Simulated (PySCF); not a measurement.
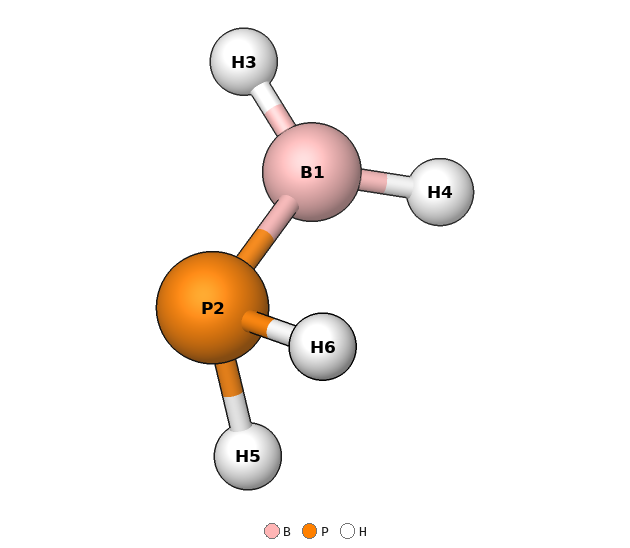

Charge −1, doublet. The geometry was computed by an optimisation with GFN2-xTB. No frequency run is at hand to confirm it as a minimum. Computed with UKS B3LYP, pcH-1 on B H P, non-relativistic (PySCF 2.14.0). Fermi-contact and spin-dipolar terms alone, no spin-orbit part.

Which nucleus has the largest dipolar (anisotropic) hyperfine coupling?

Answer. 11B at B1: principal values −35.7, −34.7, 70.4 MHz.

List the isotropic and dipolar parts for the most strongly coupled nuclei, one of each equivalent set.

```csv
atom,isotope,a_iso (MHz),dipolar part (MHz)
B1,11B,43.4,"−35.7, −34.7, 70.4"
H3,1H,−45.7,"−19.3, 5.1, 14.2"
H4,1H,−42.5,"−18.7, 4.2, 14.5"
P2,31P,−70.7,"−7.5, −0.2, 7.7"
H5,1H,133.3,"−3.0, −1.6, 4.6"
```

The geometry is semi-empirical. Around B, P such bond lengths and angles can be off by a tenth of an ångström or more and by several degrees, and values that hang on the shape move with them.
